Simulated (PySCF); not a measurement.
# C₄H₁₂FPSi₂: what the fields show

Input file:

```
{"job": {"kind": "nmr", "xc": "PBE0", "basis": "pcSseg-1"}, "charge": 0, "multiplicity": 1}
C      3.166587    -0.594376     0.393174
C      1.987453    -0.663352     0.986263
C      0.697942    -0.870924     0.277231
Si    -0.278872     0.778459     0.146939
P      0.886470     2.371453    -0.941187
C     -1.913232     0.514131    -0.804515
Si    -3.186672    -0.581979     0.060049
F     -2.467785    -1.987791     0.392491
H      3.273190    -0.724617    -0.672047
H      4.075081    -0.418357     0.943281
H      1.911898    -0.526472     2.057259
H      0.090999    -1.600589     0.811420
H      0.884129    -1.260783    -0.725057
H     -0.553761     1.307643     1.495020
H      2.050988     2.159716    -0.229631
H      1.297994     1.538490    -1.966924
H     -2.355457     1.491093    -0.993197
H     -1.685868     0.094005    -1.785271
H     -4.297360    -0.948433    -0.807523
H     -3.588872    -0.066639     1.359190
```

Launched as:

```sh
OMP_NUM_THREADS=1 python probes_run.py task.json out
```

Geometry: GFN2-xTB.

All numbers below come from PySCF 2.14.0, PBE0/pcSseg-1, SCF density, gas phase, non-relativistic.

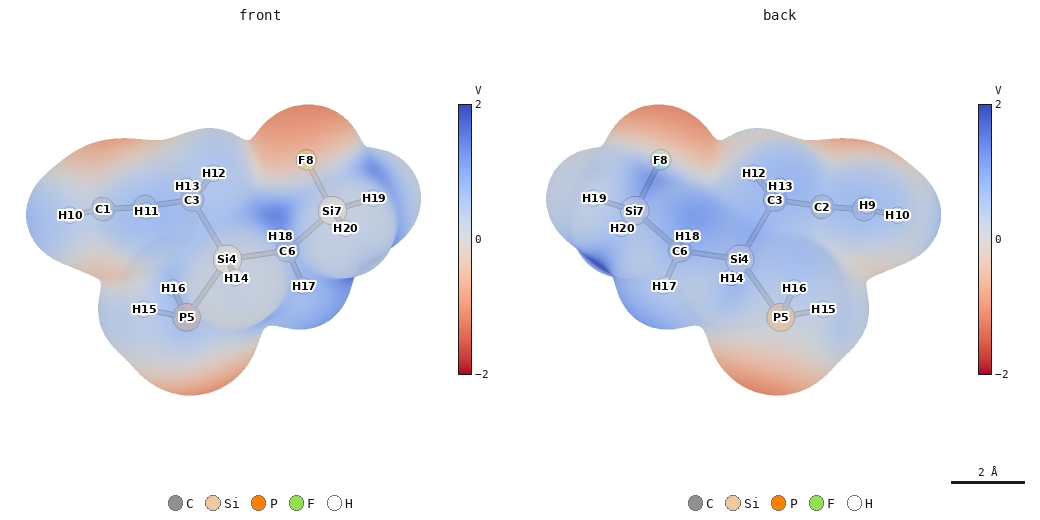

Figure 1. The molecular electrostatic potential painted on the density surface at 0.002 e/bohr³, seen from the front and from behind; red is negative and blue positive.

Describe the electrostatic potential map.

Answer. The most negative region (about −1.1 V) lies over P5 and F8, the most positive (about +1.8 V) over Si7.

How polar is the molecule by this calculation?

Answer. Its dipole moment is 0.76 D.

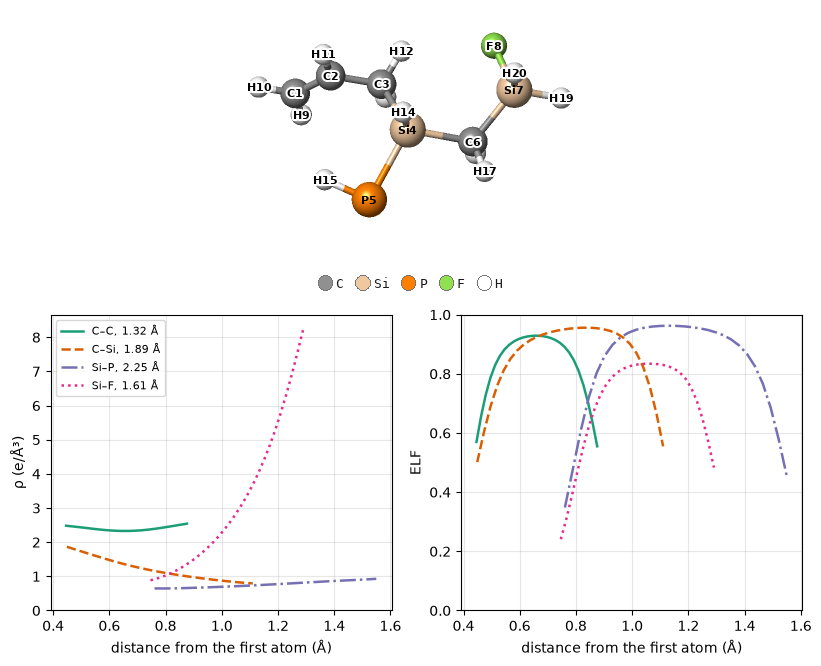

Figure 2. Total electron density and ELF along straight lines between neighbouring atoms. The curves leave out the atomic cores. The structure is drawn too.

Compare the contacts.

Answer. C–C (1.32 Å): the density is about 2.3 e/Å³ at the midpoint; the ELF peaks at about 0.95 between the atoms (a short, multiple covalent bond).
C–Si (1.89 Å): ρ is about 0.93 e/Å³ halfway; the ELF peaks at about 0.95 between the atoms: a shared electron pair.
Si–P (2.25 Å): ρ at the midpoint is about 0.74 e/Å³, with its minimum of 0.64 e/Å³ about 0.8 Å from Si; the ELF peaks at about 0.95 between the atoms; a shared electron pair.
Si–F (1.61 Å): ρ at the midpoint is about 1 e/Å³; the ELF peaks at about 0.85 in the valence shell of F, 0.6 Å from its nucleus, and is about 0.50 at the midpoint.
